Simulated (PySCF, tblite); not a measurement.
# BFH6O4Si2, a small molecule taken as a stand-in for a surface group (Si site with back bonds [SiH3], O, OB(O)O): NMR shifts, core binding energies and electronic excitations, part 2 of 2

tblite 0.8.0 and PySCF 2.14.0. Atoms count from 0, parts from 1. Earlier steps stand in the parts before.

### Step 5. X-ray photoelectron lines: SCAN, X2C

Job settings and geometry (Å):

```
{"job": {"kind": "xps", "holes": 5}, "charge": 0, "multiplicity": 1}
Si    -0.560784     1.031415    -0.375920
Si    -1.846190    -0.269077     1.064010
O     -1.387373     1.253487    -1.781309
O      0.953690     0.438237    -0.728715
B      1.656495    -0.594777    -0.172928
O      1.068440    -1.350371     0.798396
O      2.921843    -0.882141    -0.581633
F     -0.278394     2.484463     0.294823
H     -3.207832     0.345985     1.140747
H     -1.973586    -1.659944     0.541366
H     -1.244389    -0.272310     2.428031
H     -0.972430     1.785371    -2.468197
H      1.642632    -2.052734     1.118696
H      3.221131    -0.272378    -1.263105
```

Level: delta-SCF UKS SCAN, pcX-2 on the ionised atom, pcseg-1 elsewhere, spin-free X2C.

Output:

```text
ground state, core basis on atom 0 (Si), 192 functions
  cycle   1  E = -1009.49472499  |g| = 1.27e+00
  cycle   2  E = -1008.99134230  |g| = 2.09e+00
  cycle   3  E = -1009.77856781  |g| = 1.15e-01
  cycle   4  E = -1009.78043052  |g| = 7.27e-02
  cycle   5  E = -1009.78137316  |g| = 1.54e-02
  cycle   6  E = -1009.78141557  |g| = 4.87e-03
  cycle   7  E = -1009.78142453  |g| = 2.71e-03
  cycle   8  E = -1009.78142200  |g| = 5.19e-04
  cycle   9  E = -1009.78142364  |g| = 1.31e-04
  E(ground) = -1009.81508384 Eh
hole in Si 2p of atom 0
  cycle   1  E = -1005.45792798  |g| = 1.25e+00
  cycle   2  E = -1005.15773745  |g| = 1.30e+00
  cycle   3  E = -1005.69813756  |g| = 4.28e-01
  cycle   4  E = -1005.77314155  |g| = 1.41e-01
  cycle   5  E = -1005.77865493  |g| = 5.33e-02
  cycle   6  E = -1005.78000251  |g| = 1.55e-02
  cycle   7  E = -1005.78007253  |g| = 8.17e-03
  cycle   8  E = -1005.78009611  |g| = 2.36e-03
  cycle   9  E = -1005.78009877  |g| = 7.51e-04
  cycle  10  E = -1005.78009828  |g| = 2.69e-04
  E(ion) = -1005.82472246 Eh   <S^2> = 0.7519   hole on atom = 1.003   binding energy = 108.583 eV
  2p3/2 = 108.406 eV   2p1/2 = 109.033 eV
ground state, core basis on atom 1 (Si), 192 functions
  cycle   1  E = -1009.75449558  |g| = 2.88e-01
  cycle   2  E = -1009.75432790  |g| = 6.06e-02
  cycle   3  E = -1009.75373431  |g| = 8.17e-02
  cycle   4  E = -1009.75487828  |g| = 9.23e-03
  cycle   5  E = -1009.75488793  |g| = 2.21e-03
  cycle   6  E = -1009.75489247  |g| = 4.84e-04
  E(ground) = -1009.78863236 Eh
hole in Si 2p of atom 1
  cycle   1  E = -1005.49128845  |g| = 1.23e+00
  cycle   2  E = -1005.46421347  |g| = 1.01e+00
  cycle   3  E = -1005.78569139  |g| = 2.58e-01
  cycle   4  E = -1005.80872520  |g| = 1.39e-01
  cycle   5  E = -1005.81506634  |g| = 3.46e-02
  cycle   6  E = -1005.81553356  |g| = 1.77e-02
  cycle   7  E = -1005.81564357  |g| = 3.93e-03
  cycle   8  E = -1005.81565051  |g| = 1.63e-03
  cycle   9  E = -1005.81565174  |g| = 4.16e-04
  E(ion) = -1005.86131816 Eh   <S^2> = 0.7529   hole on atom = 1.002   binding energy = 106.868 eV
  2p3/2 = 106.656 eV   2p1/2 = 107.278 eV
ground state, core basis on atom 2 (O), 181 functions
  cycle   1  E = -1009.69620391  |g| = 1.00e-01
  cycle   2  E = -1009.69557761  |g| = 7.62e-02
  cycle   3  E = -1009.69603703  |g| = 5.69e-02
  cycle   4  E = -1009.69657101  |g| = 6.00e-03
  cycle   5  E = -1009.69657918  |g| = 1.97e-03
  cycle   6  E = -1009.69657992  |g| = 3.16e-04
  E(ground) = -1009.76920217 Eh
hole in O 1s of atom 2
  cycle   1  E = -989.07980433  |g| = 2.22e+00
  cycle   2  E = -986.51086178  |g| = 2.63e+00
  cycle   3  E = -989.42920215  |g| = 1.03e+00
  cycle   4  E = -989.83426944  |g| = 3.94e-01
  cycle   5  E = -989.87278636  |g| = 2.16e-01
  cycle   6  E = -989.88739010  |g| = 9.35e-02
  cycle   7  E = -989.89061482  |g| = 1.88e-02
  cycle   8  E = -989.89074591  |g| = 5.90e-03
  cycle   9  E = -989.89075617  |g| = 3.30e-03
  cycle  10  E = -989.89075915  |g| = 8.79e-04
  cycle  11  E = -989.89075875  |g| = 1.55e-04
  E(ion) = -989.96398735 Eh   <S^2> = 0.7617   hole on atom = 1.000   binding energy = 538.927 eV
ground state, core basis on atom 3 (O), 181 functions
  cycle   1  E = -1009.69475710  |g| = 1.32e-01
  cycle   2  E = -1009.69013441  |g| = 1.87e-01
  cycle   3  E = -1009.69619445  |g| = 3.85e-02
  cycle   4  E = -1009.69642438  |g| = 1.45e-02
  cycle   5  E = -1009.69645695  |g| = 1.87e-03
  cycle   6  E = -1009.69645940  |g| = 5.00e-04
  E(ground) = -1009.76925315 Eh
hole in O 1s of atom 3
  cycle   1  E = -989.08011702  |g| = 2.23e+00
  cycle   2  E = -988.55673915  |g| = 2.24e+00
  cycle   3  E = -989.80863729  |g| = 5.28e-01
  cycle   4  E = -989.84764563  |g| = 3.97e-01
  cycle   5  E = -989.90455555  |g| = 5.67e-02
  cycle   6  E = -989.90534385  |g| = 3.39e-02
  cycle   7  E = -989.90577333  |g| = 7.22e-03
  cycle   8  E = -989.90579358  |g| = 2.43e-03
  cycle   9  E = -989.90579703  |g| = 1.27e-03
  cycle  10  E = -989.90579668  |g| = 3.27e-04
  E(ion) = -989.97904498 Eh   <S^2> = 0.7611   hole on atom = 1.000   binding energy = 538.519 eV
ground state, core basis on atom 7 (F), 181 functions
  cycle   1  E = -1009.70648492  |g| = 1.64e-01
  cycle   2  E = -1009.70005886  |g| = 2.26e-01
  cycle   3  E = -1009.70851321  |g| = 4.92e-02
  cycle   4  E = -1009.70890466  |g| = 1.42e-02
  cycle   5  E = -1009.70894294  |g| = 2.04e-03
  cycle   6  E = -1009.70894315  |g| = 3.90e-04
  E(ground) = -1009.78710253 Eh
hole in F 1s of atom 7
  cycle   1  E = -983.37025885  |g| = 2.58e+00
  cycle   2  E = -983.31339688  |g| = 2.13e+00
  cycle   3  E = -984.22019485  |g| = 3.73e-01
  cycle   4  E = -984.22122256  |g| = 3.45e-01
  cycle   5  E = -984.26763775  |g| = 4.65e-02
  cycle   6  E = -984.26828900  |g| = 2.53e-02
  cycle   7  E = -984.26855024  |g| = 8.77e-03
  cycle   8  E = -984.26858110  |g| = 2.51e-03
  cycle   9  E = -984.26858258  |g| = 1.30e-03
  cycle  10  E = -984.26858465  |g| = 2.56e-04
  E(ion) = -984.35244588 Eh   <S^2> = 0.7566   hole on atom = 1.000   binding energy = 692.112 eV
```

Wall time 49 s (1 thread of Arm Neoverse V2, shared host); peak memory 0.76 GiB.

Binding energies by hole, beside the orbital energy of the ground state; the difference holds orbital relaxation and, for a density functional, its self-interaction error:

| hole | stands for | environment | ΔSCF (eV; 2p as the shell's mean) | −ε (eV) | ⟨S²⟩ |
| --- | --- | --- | --- | --- | --- |
| Si2p on Si0 | Si0 | silicon bonded to F, 2 O, Si | 108.62 | 97.8 | 0.752 |
| Si2p on Si1 | Si1 | silicon bonded to Si, 3 H | 106.86 | 96.1 | 0.753 |
| O1s on O2 | O2 | oxygen bonded to Si, H | 538.93 | 517.0 | 0.762 |
| O1s on O3 | O3 | oxygen bonded to B, Si | 538.52 | 517.0 | 0.761 |
| F1s on F7 | F7 | fluorine bonded to Si | 692.11 | 666.3 | 0.757 |

With the spin-orbit splitting: Si0 2p3/2 108.41, 2p1/2 109.03 eV; Si1 2p3/2 106.66, 2p1/2 107.28 eV. The table gives each 2p level as the mean over the whole 2p shell (two parts 2p3/2, one part 2p1/2), which differs a little from the single hole in the log.

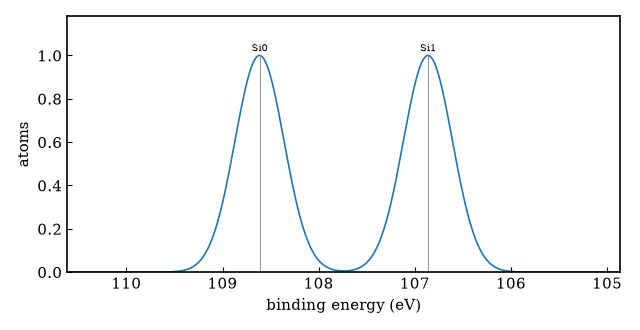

The Si2p photoelectron lines, weighted by the number of atoms. Lines are broadened to a width of 0.60 eV (Gaussian).

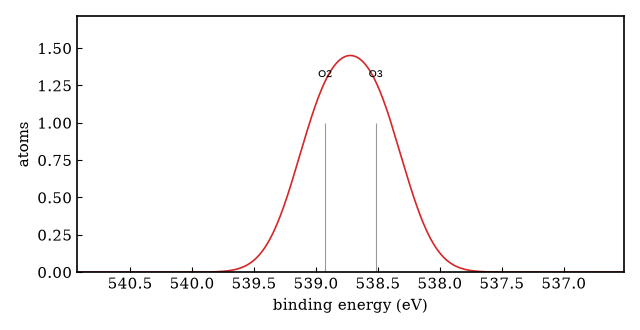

The O1s photoelectron lines, weighted by the number of atoms. Only 2 of the 4 O atoms are covered by sound results. Lines are broadened to a width of 0.60 eV (Gaussian).

### Step 6. TDDFT and polarisability: CAM-B3LYP/def2-SVPD

Same as in step 5 but for these lines:

```diff
@@ -1,2 +1,2 @@
-{"job": {"kind": "xps", "holes": 5}, "charge": 0, "multiplicity": 1}
+{"job": {"kind": "uv", "xc": "CAM-B3LYP", "basis": "def2-SVPD", "nstates": 6, "ntriplets": 2, "ip": true}, "charge": 0, "multiplicity": 1}
 Si    -0.560784     1.031415    -0.375920
```

With the program's defaults for keys left out, this is: TDDFT CAM-B3LYP/def2-SVPD, vertical, gas phase, core orbitals frozen in the response.

Output:

```text
coarse grid: 13488 points
cycle   1  E = -1007.4833650430  dE =  9.826e-01  |g| = 1.241e+00  |ddm| = 5.774e+00
cycle   2  E = -1007.3773311075  dE =  1.060e-01  |g| = 1.507e+00  |ddm| = 3.601e+00
cycle   3  E = -1007.7711568231  dE = -3.938e-01  |g| = 5.959e-02  |ddm| = 1.598e+00
cycle   4  E = -1007.7716975442  dE = -5.407e-04  |g| = 3.638e-02  |ddm| = 1.430e-01
cycle   5  E = -1007.7719231880  dE = -2.256e-04  |g| = 1.161e-02  |ddm| = 5.058e-02
cycle   6  E = -1007.7719488151  dE = -2.563e-05  |g| = 1.490e-03  |ddm| = 2.065e-02
cycle   7  E = -1007.7719491581  dE = -3.430e-07  |g| = 1.117e-03  |ddm| = 3.845e-03
final grid: 123728 points
cycle   8  E = -1007.9282712916  dE = -3.281e-05  |g| = 3.575e-03  |ddm| = 7.689e-02
cycle   9  E = -1007.9282703670  dE =  9.246e-07  |g| = 4.416e-03  |ddm| = 8.455e-03
cycle  10  E = -1007.9282736054  dE = -3.238e-06  |g| = 2.553e-04  |ddm| = 3.825e-03
cycle  11  E = -1007.9282736136  dE = -8.132e-09  |g| = 2.053e-04  |ddm| = 6.146e-04
cycle  12  E = -1007.9282736211  dE = -7.589e-09  |g| = 3.220e-05  |ddm| = 2.303e-04
cycle  13  E = -1007.9282736214  dE = -2.474e-10  |g| = 9.604e-06  |ddm| = 6.841e-05
converged SCF energy = -1007.9282736214

Static polarisability (au): isotropic 80.163, principal 67.226 82.997 90.265

Singlet excitations
state   eV       nm        f      main configurations
  1   7.8187    158.6   0.08853   H->L 0.30, H->L+2 0.22, H->L+3 0.22
  2   7.8958    157.0   0.12137   H->L 0.56, H->L+2 0.27
  3   8.0242    154.5   0.07266   H->L+1 0.50, H->L+2 0.13, H->L+5 0.09
  4   8.2565    150.2   0.00628   H-3->L 0.46, H-4->L 0.30
  5   8.3464    148.5   0.02829   H-2->L 0.20, H-1->L 0.17, H-1->L+1 0.12
  6   8.6194    143.8   0.00749   H-5->L 0.23, H-2->L 0.13, H-1->L+1 0.12

Triplet excitations (Tamm-Dancoff, eV): 6.8056 7.0120
Vertical ionisation energy (delta-SCF) = 10.8183 eV
```

It took 5.7 min on 1 thread of Arm Neoverse V2, shared host; peak memory 1.2 GiB.

Frontier orbitals and where they lie:

| orbital | eV | atoms |
| --- | --- | --- |
| HOMO−3 | -11.18 | O6 27 %, Si1 15 %, O3 14 % |
| HOMO−2 | -11.14 | Si1 23 %, H10 18 %, O5 15 % |
| HOMO−1 | -11.04 | Si1 29 %, H8 21 %, O2 16 % |
| HOMO | -9.99 | Si1 32 %, Si0 24 %, O3 14 % |
| LUMO | 0.30 | B4 42 %, O6 9 %, O5 9 % |
| LUMO+1 | 0.88 | O2 25 %, Si0 16 %, H11 15 % |
| LUMO+2 | 1.28 | Si1 32 %, H9 12 %, Si0 12 % |

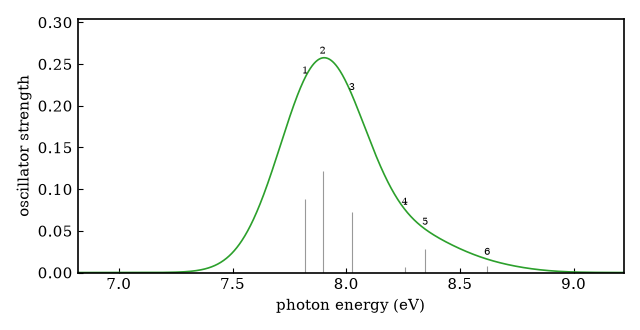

Absorption spectrum from the 6 singlet states computed; above the last one it falls off for lack of states. Lines are broadened to a width of 0.40 eV (Gaussian).

Further results of this job:

| property | computed |
| --- | --- |
| dipole moment (D) | 2.11 |
| polarisability (Å³) | 11.88 |
| HOMO–LUMO gap (eV) | 10.29 |
| −ε(HOMO) (eV) | 9.99 |

### Step 7. Summary of results

What follows sums up all 2 parts.

```
                                                                  quantity                                   value
                                                               point group                                      C1
                                      rotational constants (main isotopes)                    1.80, 1.02, 0.79 GHz
                                     ¹H shifts against TMS (PBE0/pcSseg-1)  3.47, 3.46, 3.35, 3.14, 3.05, 2.33 ppm
                                   ²⁹Si shifts against TMS (PBE0/pcSseg-1)                       -29.3, -111.4 ppm
                                    ¹⁷O shifts against H2O (PBE0/pcSseg-1)             133.5, 88.2, 87.0, 70.2 ppm
                               ¹¹B shifts against BF3·OEt2 (PBE0/pcSseg-1)                                17.7 ppm
                                  ¹⁹F shifts against CFCl3 (PBE0/pcSseg-1)                              -118.3 ppm
potential on the surface of density 0.002 e/bohr³, 1st and 99th percentile                      -1.17 V and 2.48 V
                                         Si2p binding energies, SCAN/pcX-2               Si0 108.62, Si1 106.86 eV
              O1s binding energies, SCAN/pcX-2 (standing for 2 of 4 atoms)                 O2 538.93, O3 538.52 eV
                                          F1s binding energies, SCAN/pcX-2                            F7 692.11 eV
                                      lowest singlet (CAM-B3LYP/def2-SVPD)             7.82 eV (159 nm), f = 0.089
                                  brightest single state of those computed             state 2, 7.90 eV, f = 0.121
                                                            lowest triplet                                 6.81 eV
                                         vertical ionisation energy (ΔSCF)                                10.82 eV
```

**Reading.** The start of the PBE0/def2-SVP relaxation was shaken at random by about 0.01 Å, so part of the energy gained, and of the first lengths quoted, undoes that. The optimisation took 5 steps and gained 0.212 eV; among the close pairs (by a distance rule), Si0–Si1 changed most, from 2.274 to 2.327 Å (PBE0/def2-SVP). Hydrogens of an XH3 group are listed apart at this fixed geometry; free rotation makes them one line at their mean. At PBE0/pcSseg-1: The largest span, 134 ppm, is at F7, where the paramagnetic term is -175 ppm. At SCAN/pcX-2: The Si2p levels kept as sound span 1.75 eV, from Si1 (silicon bonded to Si, 3 H) up to Si0 (silicon bonded to F, 2 O, Si). At SCAN/pcX-2: O2 (oxygen bonded to Si, H) binds its O1s electron 0.41 eV more tightly than O3 (oxygen bonded to B, Si). Only 2 of the 4 O atoms are covered by sound results. The lowest singlet, at 7.82 eV, is HOMO→LUMO 0.30, HOMO→LUMO+2 0.22 and is bright; of the 6 states computed, the strongest absorption comes from state 2 at 7.90 eV. The lowest triplet lies 1.01 eV below the lowest singlet (triplets in Tamm-Dancoff, singlets in full TDDFT). ΔSCF puts the ionisation energy at 10.82 eV, 0.83 eV above −ε(HOMO). A capped cluster stands for the solid here, so long-range fields and strain are missing, and bands or shifts of the capping hydrogens have no counterpart in it.
